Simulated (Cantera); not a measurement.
Input: 1 mol SiH₂Cl₂, a varied amount of H₂, at 2275 K and 13300 Pa.

These are equilibrium values from Cantera (NASA tables, ideal gas, pure condensed phases), not measurements of a reactor. Candidate condensed phases: Si; 19 gas species. The tables' values for SiCl, SiCl₃ are old estimates; treat these amounts as uncertain. Gases not in the tables: Si₂H₆ and higher silanes. Rates play no part.

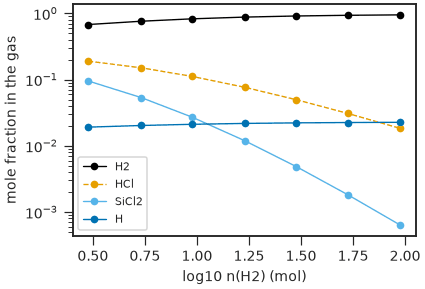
*Equilibrium gas composition (values under 1e-9 drawn at 1e-9)*

From 3 mol H₂ to 95 mol H₂ the condensed part is Si(l). The main Si-bearing gas is SiCl₂ at 3 mol H₂ and Si at 95 mol H₂. The share of Si in condensed phases is highest at 17 mol H₂ (60.4 %) and lowest at 95 mol H₂ (21.0 %).
